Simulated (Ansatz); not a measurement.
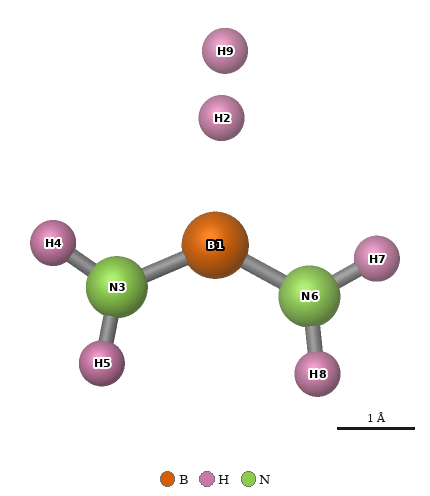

Fig. 1: The structure as given in the input (ball-and-stick view, seen on its broad side; atoms are numbered from 1 in the order of the input). Bond lengths as drawn: B–N 1.40 Å and H–N 1.01 to 1.02 Å.

# Frequency calculation of BN$_{2}$H$_{6}$

- system: BN$_{2}$H$_{6}$, multiplicity 2
- method: UKS CAM-B3LYP/def2-SVP (Ansatz 0.2.0)

It belongs to a series of runs on one base structure; here: vibrations at the highest image of the band. Figures and captions count atoms from 1; the log counts them from 0 in places.

**What the program printed**
```
Engine: ansatz 0.2.0, x86_64-unknown-linux-gnu
Functional definition: CAM-B3LYP
  parameter alpha = 0.19
  parameter beta = 0.46
  parameter omega = 0.33/bohr
  parameter ac = 0.81
  exchange = (1 - alpha - beta)*b88_x + beta*b88_x_sr(omega) + alpha*exact_x + beta*exact_x_lr(omega)
  correlation = (1 - ac)*vwn5_c + ac*lyp_c
812 factors; integrals over basis functions are off by at most 4.1e-4 eV
250 factors; integrals over basis functions are off by at most 3.2e-6 eV
mean field evaluation 1: about -3741.7020 eV, gradient 4.1e1 eV
mean field evaluation 2: about -3741.4294 eV, gradient 4.2e1 eV
mean field evaluation 4: about -3748.5187 eV, gradient 8.0e-1 eV
mean field evaluation 8: about -3748.5524 eV, gradient 2.0e-2 eV
mean field evaluation 16: about -3748.5524 eV, gradient 3.8e-5 eV
mean field -3748.55239982 eV, -137.7567598332 hartree, gradient 3.8e-5 eV, S^2 0.758638; 0 other end points of the search recorded, 0 dependent functions left out
the calculation of the forces begins
reference -3748.55252484 eV, -137.7567644276 hartree; 13, 12 occupied and 59, 60 virtual orbitals, 812 factors
these checks for a lower state are left out or cut short: stability, starts, cluster_reference, orbital_swaps, neighbouring_geometries, increment
812 factors; integrals over basis functions are off by at most 4.1e-4 eV
250 factors; integrals over basis functions are off by at most 3.2e-6 eV
mean field -3748.55218312 eV, -137.7567518698 hartree, gradient 1.8e-6 eV, S^2 0.758638; 0 other end points of the search recorded, 0 dependent functions left out
[... from here on the field's lines of each further geometry are left out, up to the last ...]
the calculation of the forces begins
reference -3748.55249618 eV, -137.7567633744 hartree; 13, 12 occupied and 59, 60 virtual orbitals, 812 factors
these checks for a lower state are left out or cut short: stability, starts, cluster_reference, orbital_swaps, neighbouring_geometries, increment
812 factors; integrals over basis functions are off by at most 4.1e-4 eV
250 factors; integrals over basis functions are off by at most 3.2e-6 eV
mean field -3748.55234455 eV, -137.7567578022 hartree, gradient 2.6e-6 eV, S^2 0.758571; 0 other end points of the search recorded, 0 dependent functions left out
the calculation of the forces begins
reference -3748.55246954 eV, -137.7567623953 hartree; 13, 12 occupied and 59, 60 virtual orbitals, 812 factors
WARN: phonons: modes at or below zero, which the zero-point energy, F, S and C_V leave out: 1, the lowest at -722.61 cm⁻¹. A minimum has none, and a first-order saddle one
Total energy: -3748.55252484 eV, -137.7567644276 hartree
Atom 0 at     0.002626    -0.011010    -0.166656 Å, force    -0.005687    -0.001337    -0.002542 eV/Å
Atom 1 at     0.014903    -0.435020     1.442796 Å, force     0.004782     0.003549    -0.003950 eV/Å
Atom 2 at     1.252857     0.082945    -0.786559 Å, force     0.000573    -0.000674     0.004240 eV/Å
Atom 3 at     2.114464    -0.095073    -0.289573 Å, force     0.001874     0.000465    -0.002449 eV/Å
Atom 4 at     1.391435     0.331617    -1.761061 Å, force     0.000333    -0.000011    -0.000089 eV/Å
Atom 5 at    -1.261588     0.205041    -0.724664 Å, force    -0.001052     0.000544     0.001408 eV/Å
Atom 6 at    -2.110970     0.110760    -0.185425 Å, force    -0.000138    -0.000163    -0.000912 eV/Å
Atom 7 at    -1.423485     0.468038    -1.691767 Å, force     0.001000     0.000331    -0.000918 eV/Å
Atom 8 at     0.019761    -0.657300     2.292910 Å, force    -0.001684    -0.002704     0.005211 eV/Å
Dipole moment:    -0.004897     0.137525    -0.521534 e Å
Vibrations: -722.61 97.06 167.89 360.85 368.89 385.50 417.18 574.78 831.13 929.39 1020.04 1055.51 1140.84 1458.06 1576.07 1610.21 2247.22 3582.63 3584.47 3706.35 3707.29 cm⁻¹, zero-point energy 1.786697 eV
```

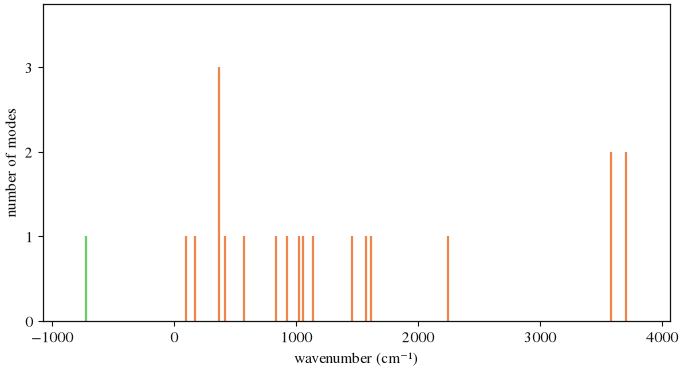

Fig. 2: Harmonic vibrational wavenumbers from the force constants; neighbouring modes closer than 20 cm⁻¹ are counted in one stick, and imaginary ones are drawn at negative wavenumbers. 21 modes from 723i to 3707 cm⁻¹, 1 imaginary beyond 8i (723i cm⁻¹): a first-order saddle point, if the geometry is stationary.

The run was set up as follows.

**Input file**
```yaml
crystal:
  periodic: [false, false, false]
  atoms:
    - { symbol: B, position_ang: [0.002626, -0.01101, -0.166656] }
    - { symbol: H, position_ang: [0.014903, -0.43502, 1.442796] }
    - { symbol: "N", position_ang: [1.252857, 0.082945, -0.786559] }
    - { symbol: H, position_ang: [2.114464, -0.095073, -0.289573] }
    - { symbol: H, position_ang: [1.391435, 0.331617, -1.761061] }
    - { symbol: "N", position_ang: [-1.261588, 0.205041, -0.724664] }
    - { symbol: H, position_ang: [-2.11097, 0.11076, -0.185425] }
    - { symbol: H, position_ang: [-1.423485, 0.468038, -1.691767] }
    - { symbol: H, position_ang: [0.019761, -0.6573, 2.29291] }
magnetization:
  spin_polarized: true
  initial_magnetization: 1
basis:
  gaussian: { orbitals: def2-SVP }
hamiltonian:
  xc: cam_b3lyp
phonons: {}
```

Launched with:
```bash
ansatz run input.yaml --threads 4 --pin off --max-ram 5120MiB --backend cpu --events-out ev --progress --plain --runs-dir out
```

**Results in brief**

```tsv
quantity	value
outcome	converged
total energy	−3748.5525 eV
mean-field energy	−3748.5525 eV
⟨S²⟩	0.759
largest force (length of the vector)	0.007 eV/Å
hardware	4 threads of Intel Xeon @ 2.50GHz (Skylake/Cascade Lake), 12 GiB of memory available, shared host
wall time	40 s (CPU time 2.4 min)
peak memory	0.19 GiB
```
